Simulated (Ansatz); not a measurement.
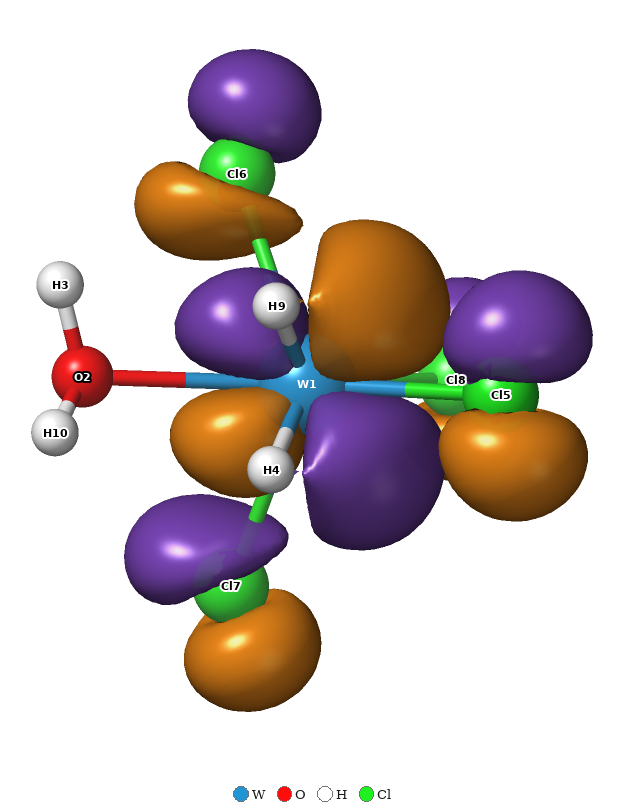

*Cl₄H₄OW. One frontier orbital at ±0.1 Å⁻³ᐟ² (orange and purple are the two phases), seen at an oblique angle.*

Core potentials replace the inner electrons of W.

Method: Ansatz 0.2.0, RKS PBE/def2-SVP.

```yaml
atoms:
  - { symbol: W, position_ang: [-0.3040, 0.2142, -0.1744] }
  - { symbol: O, position_ang: [-0.8070, -0.4947, 1.9521] }
  - { symbol: H, position_ang: [-1.6513, -0.0609, 2.2084] }
  - { symbol: H, position_ang: [0.8376, 0.8740, 0.8899] }
  - { symbol: Cl, position_ang: [0.6253, 2.0417, -1.2588] }
  - { symbol: Cl, position_ang: [-2.6500, 0.1541, -0.0217] }
  - { symbol: Cl, position_ang: [1.1631, -1.5523, 0.2071] }
  - { symbol: Cl, position_ang: [-0.5431, -0.5706, -2.3882] }
  - { symbol: H, position_ang: [-0.6651, 1.5681, 0.7774] }
  - { symbol: H, position_ang: [-0.1219, -0.2259, 2.5974] }
```

> Which orbital is it: HOMO or LUMO?

The LUMO, at −4.22 eV. By Hirshfeld shares it lies mainly on W1 (about 55 %), Cl5 (about 15 %), Cl7 (about 10 %) and Cl6 (about 10 %).
